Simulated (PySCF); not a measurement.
Ga(OH)(OEt)2, C₄H₁₁GaO₃, SMILES CC[O][Ga]([OH])[O]CC at its GFN2-xTB optimised geometry (Å):

```
19

Ga    -0.3441    -0.5816     0.0000
O     -1.0639    -2.1706    -0.0260
H     -2.0131    -2.2812     0.0164
O      1.4137    -0.5816     0.0000
C      2.2524     0.5396    -0.1987
C      2.0012     1.2191    -1.5362
H      2.1292     1.2663     0.6137
H      3.2745     0.1418    -0.1577
H      0.9626     1.5575    -1.5630
H      2.6631     2.0728    -1.6617
H      2.1627     0.5137    -2.3487
O     -1.2363     0.9657     0.0000
C     -2.5534     1.2315     0.4186
C     -2.7344     1.0272     1.9161
H     -2.7393     2.2812     0.1569
H     -3.2745     0.6114    -0.1313
H     -2.0553     1.6759     2.4644
H     -3.7580     1.2478     2.2090
H     -2.5010    -0.0101     2.1707
```

Calculation: CAM-B3LYP/def2-SVP run with PySCF. Cells within 0.4 Å of a nucleus heavier than hydrogen are left out (blank, or x).

Map of the log10 of the electron density (e/bohr³), floored at −4 on the plane z = 0.0 Å:

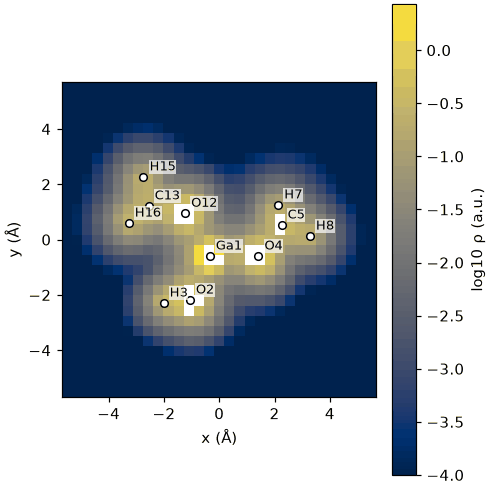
Figure: Log10 of the electron density (e/bohr³), floored at −4 on the plane z = 0.0 Å.
